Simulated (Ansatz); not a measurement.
# ScCd3 (Ni3Sn type): an atom of Cd hops into a vacancy, part 2 of 2

One Cd atom is taken out of a 1×1×2 supercell of ScCd3 (Ni3Sn type). How high is the barrier for its neighbour Cd10, 3.01 Å away, to move into the hole?

Ansatz 0.2.0; DFT PBEsol, scalar-relativistic, plane waves, PAW.

**9. The log goes on: hop of Cd into the vacancy**

The log, continued (excerpt; [...] marks lines left out):

```text
SCF iter   8: F=-98472.630038 eV  HF=-98472.630038 eV  |F-HF|=1.45e-8  |Δ(HF+E_count)|=   2.38e-8  Δρ=1.96e-6  dr2=2.32e-8  ethr=3.79e-11  ⟨swp⟩=3.7  Hψ=4319  notcnv=0
[...]
NEB iter   5: max|band force component| = 5.476e-2 eV/Å  barrier→ = 0.3856 eV  barrier← = 0.3856 eV  CI = image 2  Δτ_max = 0.0000 Å  (8 SCF iters)
SCF converged after 8 iterations
Free energy (F): -98472.630038 eV
[...]
E sigma→0 (E₀):  -98472.623762 eV
Entropy (-TS):   -0.012552 eV (-0.837 meV/atom)
Fermi energy:    13.275098 eV
[...]
--- Forces (eV/Å), atoms counted from 1 ---
  atom   1  Sc    -0.01516105     0.00071976     0.00180801
  atom   2  Sc    -0.00002171     0.02260450     0.00338431
  atom   3  Cd     0.00608343    -0.00220130     0.00650477
  atom   4  Cd    -0.00371325    -0.00184786     0.00897918
  atom   5  Cd     0.00225731    -0.00588180    -0.01229973
[...]
    - { symbol: Cd, position: [0.34985660653596284, 0.17807856361263683, 0.12852280092321247] }
    - { symbol: Cd, position: [0.20283325101829014, 0.3532053462713553, 0.37747241136639054] }
    - { symbol: Cd, position: [0.8561347615662751, 0.15364996182546078, 0.11696165071710415] }
    - { symbol: Sc, position: [0.26740511295623465, 0.6805075248395358, 0.6275503962761596] }
    - { symbol: Sc, position: [0.6774154906661867, 0.34237703241445544, 0.8749733239738349] }
    - { symbol: Cd, position: [0.7165949857062612, 0.7159160437411121, 0.5000865774059585] }
    - { symbol: Cd, position: [0.15432890414309902, 0.8554558275536709, 0.8832115141734749] }
    - { symbol: Cd, position: [0.35388428396078486, 0.20215429589920747, 0.6227007541897841] }
    - { symbol: Cd, position: [0.17875751064790105, 0.34917767891596724, 0.8716503696402255] }
    - { symbol: Cd, position: [0.8312799020916092, 0.1600163079207265, 0.6339850920670903] }
    - { symbol: Cd, position: [0.6596860283577874, 0.8211172466804458, 0.8642793232120959] }
```

Run time: 4.2 min. Hardware: 8 threads of an x86-64 CPU, shared host; peak memory 3.2 GiB.

**10. The band, image by image**

The 3 inner images lie between the fixed ends 0 and 4. Energy is taken from image 0, and the path length is the program's own coordinate along the band.

| image | path (Å) | energy (eV) | Cd10 x y z (Å) | band force (eV/Å) |
| --- | --- | --- | --- | --- |
| 0 | 0.000 | 0.0000 | 3.10 3.66 6.01 | - |
| 1 | 0.866 | 0.2040 | 2.67 3.69 5.53 | 0.055 |
| 2* | 1.748 | 0.3856 | 2.24 3.88 4.81 | 0.023 |
| 3 | 2.630 | 0.2040 | 1.87 4.15 4.10 | 0.055 |
| 4 | 3.496 | 0.0000 | 1.63 4.51 3.62 | - |

The star marks the climbing image.

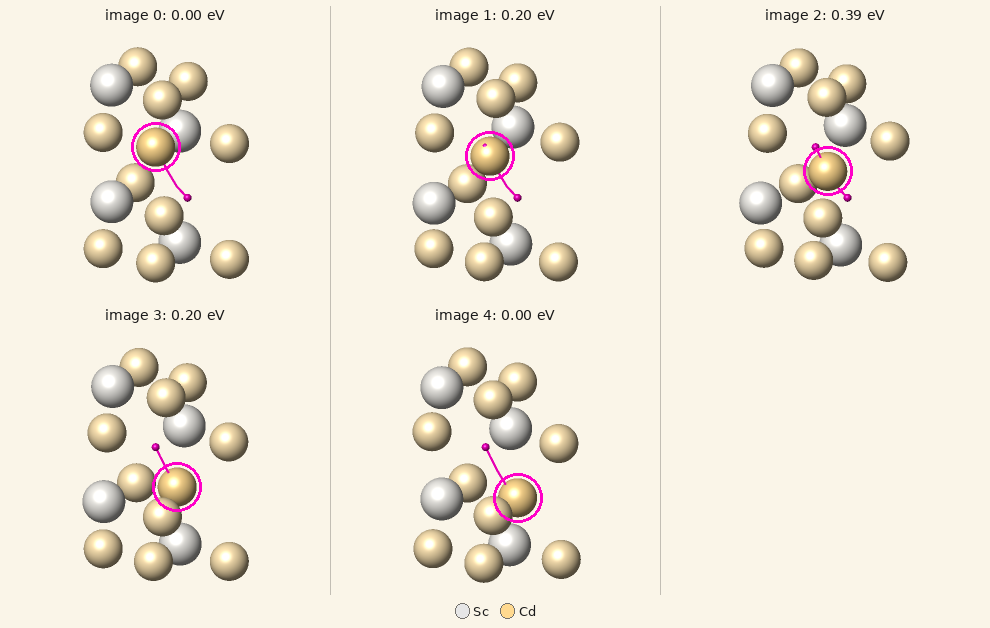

The images of the last band, seen slightly off an axis. Ringed: Cd10. The magenta line is the track of the ringed atom over the whole band, with dots at its ends. Each atom of the cell is drawn once, at one copy chosen for all pictures, so bonds across the cell's faces may be missing; the others are paled.

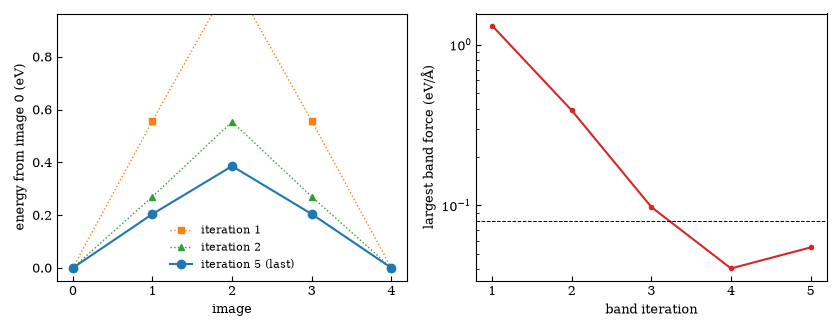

Left: energy of each image for early iterations and the last one (lines only join the points; early values far above the last band run off the scale). Right: the largest band force by iteration, with the threshold dashed.

How the highest energy settled:

| iteration | highest image above image 0 (eV) | largest band force (eV/Å) |
| --- | --- | --- |
| 1 | 1.0957 | 1.314 |
| 2 | 0.5537 | 0.390 |
| 3 | 0.4339 | 0.098 |
| 4 | 0.3902 | 0.041 |
| 5 | 0.3856 | 0.055 |

Positions of all images (Å):

```xyz
15
Lattice="6.259 0.000 0.000 -3.130 5.421 0.000 0.000 0.000 9.627" Properties=species:S:1:pos:R:3 pbc="T T T" image=0 dE=0.0000
Sc    0.013    3.621    1.307
Sc    3.171    1.831    3.610
Cd    3.096    3.661    1.215
Cd   -1.649    4.543    3.610
Cd    1.587    0.916    1.205
Cd   -0.019    1.721    3.610
Cd    4.719    0.851    1.215
Sc    0.013    3.621    5.913
Sc    3.130    1.807    8.424
Cd    3.096    3.661    6.005
Cd   -1.543    4.501    8.424
Cd    1.587    0.916    6.015
Cd   -0.003    1.834    8.424
Cd    4.719    0.851    6.005
Cd    1.553    4.511    8.424
15
Lattice="6.259 0.000 0.000 -3.130 5.421 0.000 0.000 0.000 9.627" Properties=species:S:1:pos:R:3 pbc="T T T" image=1 dE=0.2040
Sc    0.035    3.674    1.246
Sc    3.368    1.569    3.575
Cd    3.098    3.604    1.257
Cd   -1.645    4.508    3.553
Cd    1.640    0.964    1.220
Cd    0.154    1.873    3.627
Cd    4.847    0.849    1.137
Sc   -0.318    3.641    6.002
Sc    3.140    1.870    8.378
Cd    2.665    3.695    5.530
Cd   -1.646    4.616    8.470
Cd    1.536    0.963    5.990
Cd   -0.002    1.886    8.414
Cd    4.690    0.860    6.057
Cd    1.542    4.487    8.356
15
Lattice="6.259 0.000 0.000 -3.130 5.421 0.000 0.000 0.000 9.627" Properties=species:S:1:pos:R:3 pbc="T T T" image=2 dE=0.3856
Sc    0.029    3.668    1.205
Sc    3.429    1.446    3.587
Cd    3.081    3.572    1.308
Cd   -1.594    4.502    3.525
Cd    1.632    0.965    1.237
Cd    0.164    1.915    3.634
Cd    4.878    0.833    1.126
Sc   -0.456    3.689    6.042
Sc    3.169    1.856    8.424
Cd    2.245    3.881    4.815
Cd   -1.711    4.637    8.503
Cd    1.582    1.096    5.995
Cd    0.026    1.893    8.392
Cd    4.702    0.867    6.104
Cd    1.559    4.451    8.321
15
Lattice="6.259 0.000 0.000 -3.130 5.421 0.000 0.000 0.000 9.627" Properties=species:S:1:pos:R:3 pbc="T T T" image=3 dE=0.2040
Sc    0.056    3.651    1.251
Sc    3.318    1.542    3.627
Cd    3.121    3.575    1.273
Cd   -1.594    4.489    3.572
Cd    1.641    0.937    1.215
Cd    0.073    1.808    3.639
Cd    4.827    0.879    1.159
Sc   -0.318    3.698    6.055
Sc    3.170    1.863    8.383
Cd    1.874    4.152    4.099
Cd   -1.682    4.618    8.492
Cd    1.552    1.066    6.002
Cd    0.021    1.898    8.409
Cd    4.733    0.825    6.076
Cd    1.579    4.481    8.372
15
Lattice="6.259 0.000 0.000 -3.130 5.421 0.000 0.000 0.000 9.627" Properties=species:S:1:pos:R:3 pbc="T T T" image=4 dE=0.0000
Sc    0.006    3.610    1.205
Sc    3.136    1.818    3.716
Cd    3.136    3.597    1.205
Cd   -1.616    4.508    3.624
Cd    1.596    0.910    1.205
Cd    0.006    1.829    3.614
Cd    4.676    0.910    1.205
Sc    0.006    3.658    6.019
Sc    3.136    1.818    8.322
Cd    1.628    4.508    3.624
Cd   -1.616    4.508    8.414
Cd    1.507    0.840    6.019
Cd    0.006    1.829    8.424
Cd    4.765    0.840    6.019
Cd    1.628    4.508    8.414
```

**11. Results**

This closing draws on all 2 parts.

```
                    quantity                                       value
 relaxation of the first end  0.08 eV gained, farthest move 0.11 Å (Sc1)
relaxation of the second end  0.08 eV gained, farthest move 0.11 Å (Sc9)
            barrier forwards                                     0.39 eV
           barrier backwards                                     0.39 eV
second end relative to first                                    0.000 eV
               highest image                       2 of 0 to 4, climbing
             band iterations                                           5
```

In words: Along this path the system climbs 0.39 eV from the first end (15 kT at 300 K); with a typical attempt rate of 10^13 per second that is roughly 10^7 events a second. The ends differ by 1 meV at most. The input switches the test of curvatures off, so the top was not shown to be a first-order saddle. The cell of 15 atoms is small, so the barrier is not converged with size. The volume was held, and the relaxed vacancy cell stands at -1.5 GPa. The k-mesh is coarse, so small energy differences aren't converged.
